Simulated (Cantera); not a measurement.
Charge: 1 mol B2H6, 1.3 mol H2, held at 12.0 Pa.

Cantera equilibrium calculation (NASA polynomials, part measured and part estimated; ideal gas, pure solids and liquids). Candidate condensed phases: B; 7 gas species. The feed counts by its element totals alone. The tables' values for BH2 are old estimates; treat these amounts as uncertain. Rates play no part.

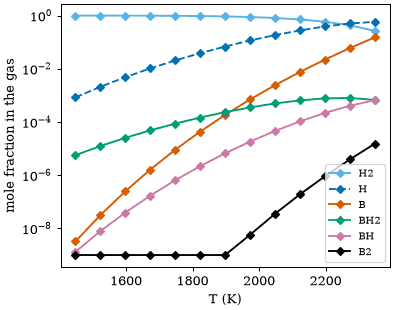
Equilibrium gas composition (values under 1e-9 drawn at 1e-9)

### Question
Read off the mole fractions at 1748 K.

### Answer
H2 about 0.98, H about 0.021, BH2 about 8.7e-5, B about 9.1e-6, BH about 6.5e-7.
